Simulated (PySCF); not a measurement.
```yaml
atoms:
  - { symbol: C, position_ang: [2.7820, -0.8053, 0.8272] }
  - { symbol: C, position_ang: [1.7156, -0.1896, 0.4401] }
  - { symbol: C, position_ang: [0.6021, 0.4321, 0.0553] }
  - { symbol: C, position_ang: [0.5476, 1.6189, -0.6729] }
  - { symbol: S, position_ang: [-1.0408, 2.2113, -0.9741] }
  - { symbol: C, position_ang: [-1.7644, 1.0141, 0.2062] }
  - { symbol: C, position_ang: [-0.7786, -0.1449, 0.3311] }
  - { symbol: C, position_ang: [-1.0798, -1.2480, -0.6841] }
  - { symbol: H, position_ang: [3.2708, -1.5549, 0.2171] }
  - { symbol: H, position_ang: [3.2567, -0.6054, 1.7797] }
  - { symbol: H, position_ang: [1.3885, 2.1610, -1.0556] }
  - { symbol: H, position_ang: [-2.7377, 0.7045, -0.1688] }
  - { symbol: H, position_ang: [-1.8915, 1.5412, 1.1528] }
  - { symbol: H, position_ang: [-0.8245, -0.5632, 1.3412] }
  - { symbol: H, position_ang: [-1.0723, -0.8420, -1.6937] }
  - { symbol: H, position_ang: [-0.3252, -2.0284, -0.6198] }
  - { symbol: H, position_ang: [-2.0556, -1.6895, -0.4919] }
```

Geometry: GFN2-xTB.

Level of theory: UKS B3LYP, pcH-1 on C H S, non-relativistic, mean-field spin-orbit, GIAO (PySCF).

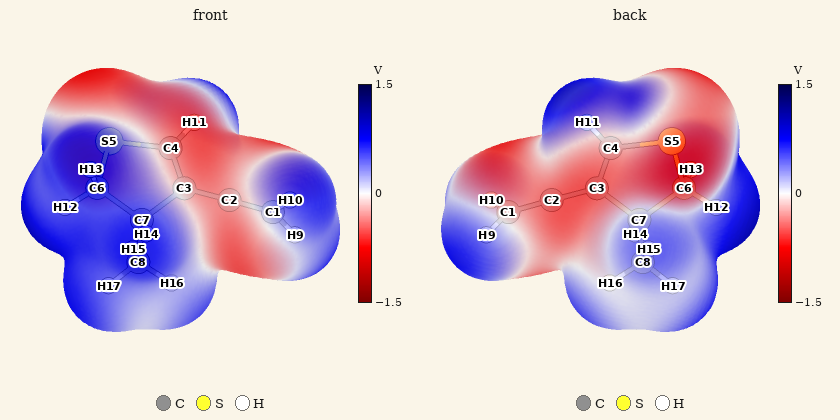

C7H9S (SMILES C=[C]C1=CSC[C@H]1C) (doublet). The molecular electrostatic potential painted on the density surface at 0.002 e/bohr³, seen from the front and from behind; red is negative and blue positive.

Q: Describe the electrostatic potential map.

A: The most negative region (about −0.8 V) lies over S5, the most positive (about +1.0 V) over H11 and H12.
